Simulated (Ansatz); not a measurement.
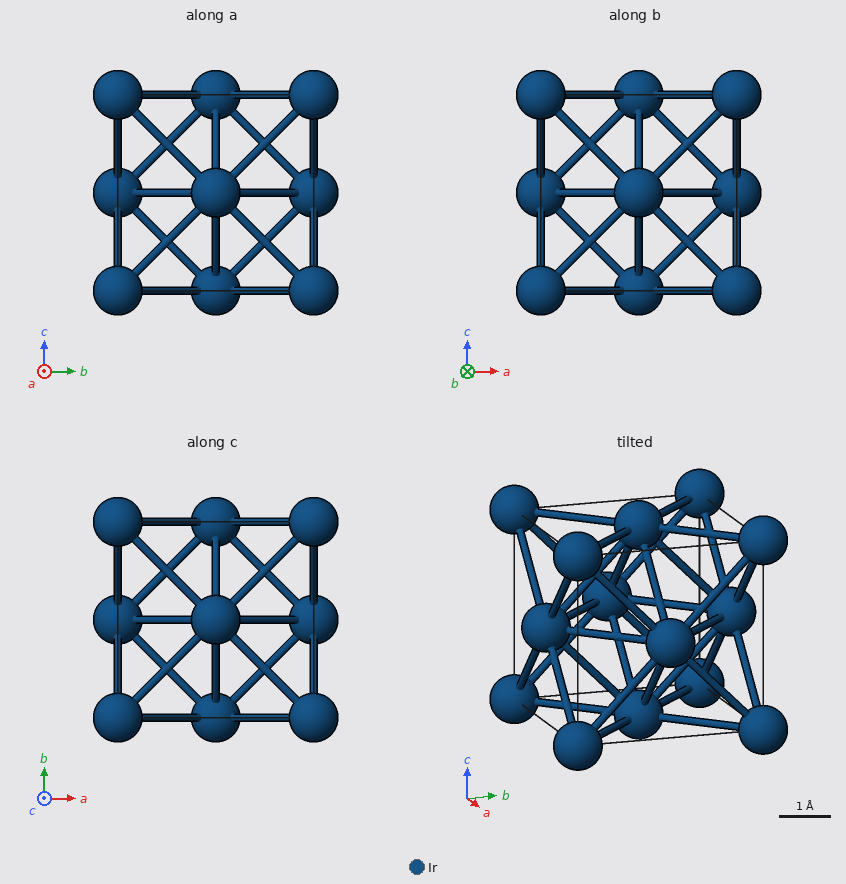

We look at a ball-and-stick model of the crystal along the a axis, along the b axis, along the c axis and slightly off an axis. The lines enclose the conventional unit cell; boundary atoms appear with their images.

Lattice parameters: a = 3.903 Å, b = 3.903 Å, c = 3.903 Å, α = 90.00°, β = 90.00°, γ = 90.00°.

Q: Convert the drawing into a table of Wyckoff sites.

A: Space group Fm-3m (No. 225).
```csv
atom,site,x,y,z
Ir,4a,0.0000,0.0000,0.0000
```

The structure was taken from the standard structure of this element. Earlier steps of the study, as a rule a relaxation of our own, may have changed the cell and positions, so they can lie some per cent off the listed ones. It was the input of a calculation with Ansatz.

At this level of theory the run's own cell isn't at rest (stretched, at -6 GPa), so its distances can differ from those at equilibrium, the more so the softer the solid.
